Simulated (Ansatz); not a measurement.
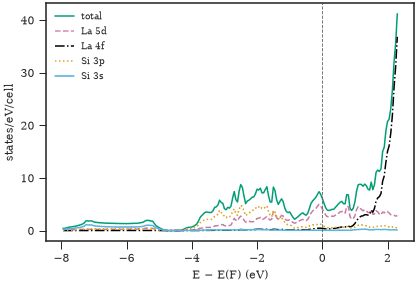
Figure. Total and projected density of states of LaSi in space group Cmcm (No. 63; La on 4c, La on 4c, Si on 8f), plane-wave PAW r²SCAN (Ansatz code)

Q: Which orbitals carry the states next to the Fermi level?

A: Within 0.5 eV of the Fermi level: La 5d 67 %, Si 3p 17 %, La 4f 7 %. Projections are on Löwdin-orthogonalised atomic valence shells; empty p or d shells of many metals are not among them.

Q: Where is the tallest occupied peak in this window, and what makes it?

A: Near -2.5 eV, about 8.7 states/eV per cell; the largest projected share is Si 3p.

The workflow started from a Materials Project entry (that database holds measured and hypothetical structures alike); the Crystallography Open Database copy checked does not list it. COD files the formula under space group No. 62, so this cell is another polymorph or a model. Whether it is the stable phase at ambient conditions was not checked. The cell was relaxed with r²SCAN under the symmetry of its start; its stability against distortions is not shown here. Spin–orbit coupling is left out wherever it is not named.

Potentials: the earlier of the program's two PAW sets.
